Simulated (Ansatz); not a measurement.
**Run report: Si3NH7O, nudged elastic band (part 2 of 2)**

Continued. System: Si3NH7O, SMILES N[SiH]1[SiH2]O[SiH2]1. Method: RKS B3LYP-D4/6-31G* (Ansatz 0.2.0). It belongs to a series of runs on one base structure; here: band between the two ends.

Geometry of the input (Å):
```
N  -2.1583  0.6425  0.4049
Si -0.6476  -0.1799  0.6520
Si 1.5342  0.7492  0.4266
O  1.8452  -0.3661  -0.8156
Si 0.4406  -1.2440  -1.1631
H  -2.6638  0.9905  1.2112
H  -2.2677  1.2687  -0.3839
H  -0.8243  -1.0057  1.8802
H  1.6483  2.1504  -0.0754
H  2.5300  0.5843  1.5244
H  0.7070  -2.7082  -1.0952
H  -0.0667  -0.9368  -2.5320
```

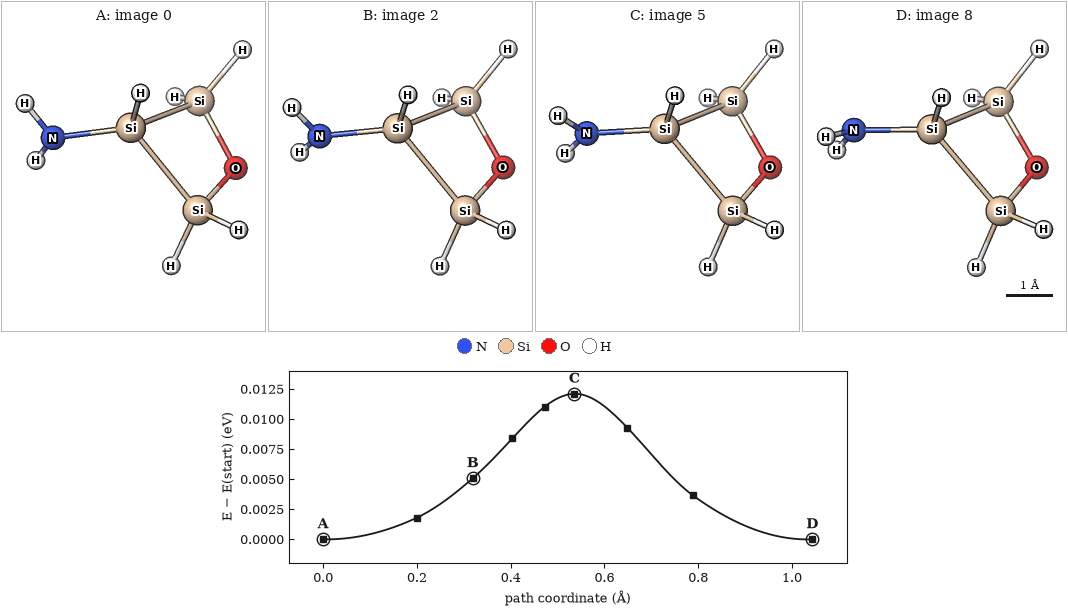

Figure 1. Images of the last band (counted from 0; ball-and-stick, seen at a tilt) above the energy along the path; the line is a cubic interpolation that uses the forces. The highest image is number 5, 0.012 eV above the start and 0.012 eV above the end (the climbing image); start and end have the same energy. The path is 1.04 Å long. The band converged in 15 iterations.

```
Total energy: -27286.44487317 eV, -1002.7583536724 hartree
Atom 0 at    -2.088578     0.786276     0.474293 Å, force     0.007780    -0.017568     0.015146 eV/Å
Atom 1 at    -0.639035    -0.136740     0.631553 Å, force    -0.005225     0.009244    -0.005484 eV/Å
Atom 2 at     1.555409     0.749305     0.400980 Å, force     0.001898    -0.003136    -0.000806 eV/Å
Atom 3 at     1.860628    -0.406962    -0.800442 Å, force    -0.001408     0.000040     0.002326 eV/Å
Atom 4 at     0.443020    -1.263773    -1.160672 Å, force     0.002806    -0.001349     0.000738 eV/Å
Atom 5 at    -2.852054     0.703216     1.129730 Å, force    -0.005023     0.010288    -0.008155 eV/Å
Atom 6 at    -2.262753     1.459370    -0.257887 Å, force     0.000998    -0.000909    -0.000683 eV/Å
Atom 7 at    -0.832164    -0.975272     1.849011 Å, force     0.000756    -0.000422    -0.000362 eV/Å
Atom 8 at     1.694422     2.134938    -0.135663 Å, force    -0.001638     0.000408    -0.001518 eV/Å
Atom 9 at     2.531738     0.601615     1.518098 Å, force     0.000505     0.001227     0.000449 eV/Å
Atom 10 at     0.690030    -2.731149    -1.066270 Å, force    -0.000821    -0.000093    -0.001450 eV/Å
Atom 11 at    -0.023764    -0.975923    -2.548633 Å, force    -0.000626     0.002270    -0.000201 eV/Å
Dipole moment:    -0.635888     0.216736     0.178354 e Å
this run last wrote the band of iteration 15 to [file]
```

## The last band as extended XYZ (Å, eV, eV/Å)
```
12
Properties=species:S:1:pos:R:3:forces:R:3 image=0 energy=-27286.45669
N    -2.1583    0.6425    0.4049    0.0017   0.0000  -0.0073
Si   -0.6476   -0.1799    0.6520   -0.0008  -0.0028   0.0068
Si    1.5342    0.7492    0.4266   -0.0021   0.0023  -0.0001
O     1.8452   -0.3661   -0.8156   -0.0008   0.0017   0.0047
Si    0.4406   -1.2440   -1.1631   -0.0035  -0.0023  -0.0057
H    -2.6638    0.9905    1.2112    0.0005  -0.0001   0.0023
H    -2.2677    1.2687   -0.3839   -0.0005   0.0019   0.0003
H    -0.8243   -1.0057    1.8802    0.0038  -0.0002  -0.0014
H     1.6483    2.1504   -0.0754    0.0017   0.0010   0.0004
H     2.5300    0.5843    1.5244    0.0005   0.0000   0.0000
H     0.7070   -2.7082   -1.0952   -0.0008   0.0007   0.0001
H    -0.0667   -0.9368   -2.5320    0.0003  -0.0022   0.0000
12
Properties=species:S:1:pos:R:3:forces:R:3 image=1 energy=-27286.45489
N    -2.1584    0.6661    0.4090    0.0002   0.0023   0.0091
Si   -0.6507   -0.1658    0.6301   -0.0112   0.0008   0.0026
Si    1.5364    0.7514    0.4144    0.0025   0.0111  -0.0001
O     1.8585   -0.3957   -0.7933   -0.0066  -0.0054  -0.0037
Si    0.4475   -1.2556   -1.1653    0.0114   0.0023  -0.0088
H    -2.7189    0.8907    1.2221    0.0100   0.0062   0.0004
H    -2.2604    1.3733   -0.3085    0.0045  -0.0143  -0.0103
H    -0.8263   -1.0002    1.8527   -0.0025  -0.0028   0.0003
H     1.6580    2.1396   -0.1212   -0.0024   0.0018   0.0032
H     2.5191    0.6152    1.5274    0.0003  -0.0033   0.0037
H     0.6966   -2.7224   -1.0860   -0.0012  -0.0024   0.0038
H    -0.0244   -0.9518   -2.5473   -0.0049   0.0036  -0.0001
12
Properties=species:S:1:pos:R:3:forces:R:3 image=2 energy=-27286.45160
N    -2.1457    0.6914    0.4139   -0.0029  -0.0139  -0.0009
Si   -0.6483   -0.1545    0.6255   -0.0099  -0.0189   0.0014
Si    1.5430    0.7520    0.4064    0.0006   0.0411   0.0382
O     1.8601   -0.3984   -0.7954   -0.0075  -0.0421  -0.0348
Si    0.4477   -1.2611   -1.1629    0.0184   0.0253  -0.0031
H    -2.7684    0.8192    1.2006    0.0098   0.0210   0.0176
H    -2.2536    1.4275   -0.2713    0.0042  -0.0052  -0.0160
H    -0.8320   -0.9920    1.8452    0.0014   0.0023   0.0016
H     1.6746    2.1391   -0.1288   -0.0081   0.0038  -0.0029
H     2.5218    0.6132    1.5227   -0.0033  -0.0048   0.0058
H     0.6999   -2.7268   -1.0747   -0.0020  -0.0077   0.0014
H    -0.0221   -0.9647   -2.5470   -0.0006  -0.0010  -0.0083
12
Properties=species:S:1:pos:R:3:forces:R:3 image=3 energy=-27286.44829
N    -2.1272    0.7214    0.4274   -0.0073  -0.0352   0.0050
Si   -0.6448   -0.1472    0.6258   -0.0090   0.0079  -0.0113
Si    1.5492    0.7522    0.4031   -0.0021   0.0048   0.0149
O     1.8621   -0.4028   -0.7974   -0.0172  -0.0130  -0.0107
Si    0.4472   -1.2634   -1.1615    0.0169   0.0108   0.0002
H    -2.8044    0.7700    1.1757    0.0089   0.0287   0.0142
H    -2.2567    1.4523   -0.2582    0.0103  -0.0012  -0.0106
H    -0.8344   -0.9815    1.8468    0.0029  -0.0018  -0.0020
H     1.6862    2.1385   -0.1337   -0.0056  -0.0031  -0.0008
H     2.5254    0.6084    1.5210   -0.0018   0.0016   0.0016
H     0.6959   -2.7302   -1.0666    0.0001   0.0021  -0.0039
H    -0.0214   -0.9729   -2.5482    0.0040  -0.0016   0.0032
12
Properties=species:S:1:pos:R:3:forces:R:3 image=4 energy=-27286.44566
N    -2.1064    0.7563    0.4492   -0.0053  -0.0281   0.0007
Si   -0.6422   -0.1411    0.6278   -0.0062   0.0082  -0.0022
Si    1.5531    0.7489    0.4027    0.0022   0.0016  -0.0007
O     1.8618   -0.4078   -0.7976   -0.0115  -0.0043   0.0023
Si    0.4446   -1.2647   -1.1604    0.0134   0.0035  -0.0042
H    -2.8319    0.7382    1.1515    0.0066   0.0221   0.0036
H    -2.2576    1.4622   -0.2572    0.0041  -0.0018   0.0003
H    -0.8344   -0.9771    1.8471   -0.0004  -0.0023  -0.0002
H     1.6919    2.1344   -0.1355   -0.0021  -0.0030   0.0011
H     2.5288    0.6034    1.5208   -0.0010   0.0017   0.0000
H     0.6907   -2.7322   -1.0659   -0.0005   0.0012  -0.0009
H    -0.0214   -0.9756   -2.5483    0.0008   0.0014   0.0003
12
Properties=species:S:1:pos:R:3:forces:R:3 image=5 energy=-27286.44458
N    -2.0886    0.7863    0.4743    0.0078  -0.0176   0.0151
Si   -0.6390   -0.1367    0.6316   -0.0052   0.0092  -0.0055
Si    1.5554    0.7493    0.4010    0.0019  -0.0031  -0.0008
O     1.8606   -0.4070   -0.8004   -0.0014   0.0000   0.0023
Si    0.4430   -1.2638   -1.1607    0.0028  -0.0013   0.0007
H    -2.8521    0.7032    1.1297   -0.0050   0.0103  -0.0082
H    -2.2628    1.4594   -0.2579    0.0010  -0.0009  -0.0007
H    -0.8322   -0.9753    1.8490    0.0008  -0.0004  -0.0004
H     1.6944    2.1349   -0.1357   -0.0016   0.0004  -0.0015
H     2.5317    0.6016    1.5181    0.0005   0.0012   0.0004
H     0.6900   -2.7311   -1.0663   -0.0008  -0.0001  -0.0014
H    -0.0238   -0.9759   -2.5486   -0.0006   0.0023  -0.0002
12
Properties=species:S:1:pos:R:3:forces:R:3 image=6 energy=-27286.44740
N    -2.0614    0.8386    0.5202    0.0084   0.0156   0.0234
Si   -0.6352   -0.1296    0.6387    0.0023   0.0042   0.0005
Si    1.5572    0.7495    0.3985    0.0019  -0.0037  -0.0044
O     1.8591   -0.4091   -0.8010   -0.0050  -0.0003   0.0020
Si    0.4385   -1.2629   -1.1591    0.0010   0.0016   0.0026
H    -2.8798    0.6433    1.0794   -0.0109  -0.0190  -0.0220
H    -2.2573    1.4551   -0.2559    0.0054  -0.0021  -0.0022
H    -0.8273   -0.9743    1.8521    0.0019   0.0018   0.0016
H     1.6935    2.1345   -0.1400   -0.0004  -0.0008  -0.0017
H     2.5332    0.6034    1.5158    0.0007   0.0005  -0.0013
H     0.6846   -2.7308   -1.0678   -0.0030   0.0010  -0.0006
H    -0.0282   -0.9727   -2.5470   -0.0023   0.0011   0.0020
12
Properties=species:S:1:pos:R:3:forces:R:3 image=7 energy=-27286.45301
N    -2.0433    0.8756    0.5616   -0.0017   0.0070   0.0146
Si   -0.6315   -0.1259    0.6513    0.0036   0.0024   0.0022
Si    1.5569    0.7513    0.3947   -0.0001  -0.0015  -0.0029
O     1.8534   -0.4067   -0.8056   -0.0052   0.0006   0.0005
Si    0.4301   -1.2616   -1.1538    0.0015  -0.0006   0.0016
H    -2.9043    0.5703    0.9967   -0.0035  -0.0144  -0.0205
H    -2.2207    1.4759   -0.2333    0.0104   0.0042   0.0019
H    -0.8205   -0.9757    1.8613    0.0015  -0.0002   0.0020
H     1.6871    2.1366   -0.1434   -0.0006  -0.0008  -0.0010
H     2.5348    0.6054    1.5099    0.0000   0.0014  -0.0024
H     0.6788   -2.7294   -1.0659   -0.0022   0.0012   0.0006
H    -0.0439   -0.9709   -2.5393   -0.0036   0.0006   0.0035
12
Properties=species:S:1:pos:R:3:forces:R:3 image=8 energy=-27286.45669
N    -2.0230    0.8900    0.5963   -0.0099  -0.0054   0.0000
Si   -0.6290   -0.1445    0.6777   -0.0018   0.0006  -0.0034
Si    1.5435    0.7545    0.3882    0.0046  -0.0009   0.0007
O     1.8348   -0.3854   -0.8287   -0.0002   0.0012  -0.0002
Si    0.4193   -1.2692   -1.1418    0.0000   0.0008   0.0001
H    -2.9291    0.5078    0.8423    0.0116   0.0076  -0.0049
H    -2.1100    1.5592   -0.1595   -0.0012  -0.0034   0.0049
H    -0.8215   -1.0028    1.8809    0.0008   0.0013   0.0005
H     1.6403    2.1472   -0.1376   -0.0028  -0.0007   0.0000
H     2.5400    0.6146    1.4867   -0.0002  -0.0004   0.0008
H     0.6975   -2.7315   -1.0509    0.0003  -0.0010   0.0007
H    -0.0859   -0.9949   -2.5195   -0.0012   0.0004   0.0006
```

## Summary

| quantity | value |
| --- | --- |
| outcome | converged |
| barrier, forward | 0.012 eV |
| barrier, backward | 0.012 eV |
| wall time | 11 min (CPU time 21 min) |
| peak memory | 0.26 GiB |

## Notes

The order of the saddle point was not checked.
